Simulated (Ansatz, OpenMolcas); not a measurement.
# SO (sulfur oxide): the electronic atomisation energy, rung by rung

SO: 2 atoms, total charge 0, spin state triplet. SMILES: `O=S`. The bond length is the measured one.

```
atom   x (Å)   y (Å)   z (Å)
   O  0.0000  0.0000  0.0000
   S  0.0000  0.0000  1.4811
```

Quantity: the electronic atomisation energy, in eV. The values are calculated. Electronic energies at fixed atoms, without zero-point motion or spin-orbit coupling.

```csv
level,kind,program,value (eV),less CCSD(T)/def2-TZVPPD,CPU time (all runs)
UBHLYP/def2-TZVPPD,global hybrid,OpenMolcas,4.75,-0.38,34 s
UM06-2X/def2-TZVPPD,hybrid meta-GGA,OpenMolcas,5.43,+0.30,49 s
UPBE0/def2-TZVPPD,global hybrid,Ansatz,5.49,+0.36,6.8 s
UCAM-B3LYP/def2-TZVPPD,range-separated hybrid,Ansatz,5.47,+0.34,7.6 s
UHSE06/def2-TZVPPD,range-separated hybrid,Ansatz,5.51,+0.38,7.5 s
UMP2/def2-TZVPPD,perturbation theory,Ansatz,5.56,+0.43,2.7 s
UBCCD(T)/def2-TZVPPD,coupled cluster or CI,Ansatz,5.14,+0.01,20 s
UCCSD(T)/def2-TZVPPD,coupled cluster or CI,Ansatz,5.13,0.00,14 s
```

Differences are taken from UCCSD(T)/def2-TZVPPD for orientation; it has basis-set and higher-order errors of its own. The values span 4.75 to 5.56 eV. Times are those of the runs behind each value, whatever else they computed, on shared processors of several kinds: orders of magnitude only.

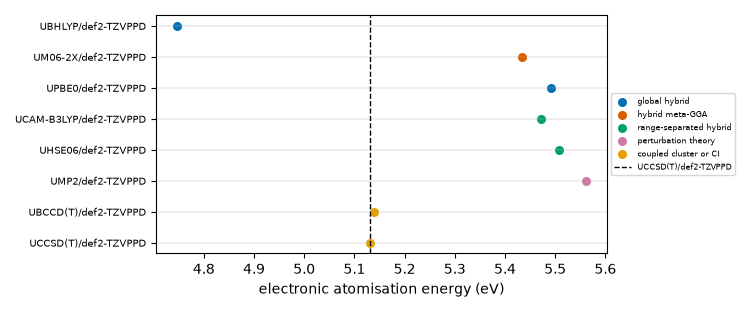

The values of the table, level by level.
